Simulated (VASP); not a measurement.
Band structure of Ni₃Fe (L1_2). Level of theory: optB86b-vdW, VASP's PBE PAW potentials (set 64) (plane waves; VASP 6.6.1).

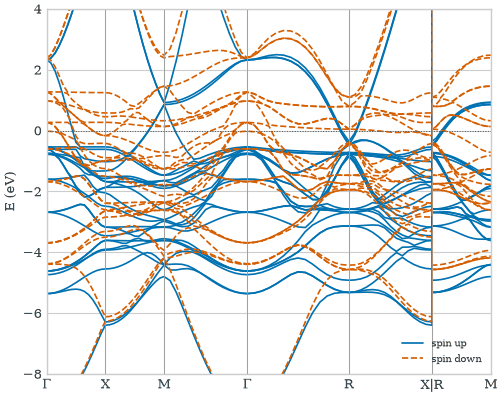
Figure: Bands along high-symmetry lines, zero at the valence-band maximum or, without a gap, the Fermi level

Read the plot: is there a gap, and where are the band edges?

It has no gap at this level: it comes out as a metal or semimetal. (Edges off the drawn lines would not show.)

The compound is Ni3Fe in the L1_2 structure. It was relaxed first.
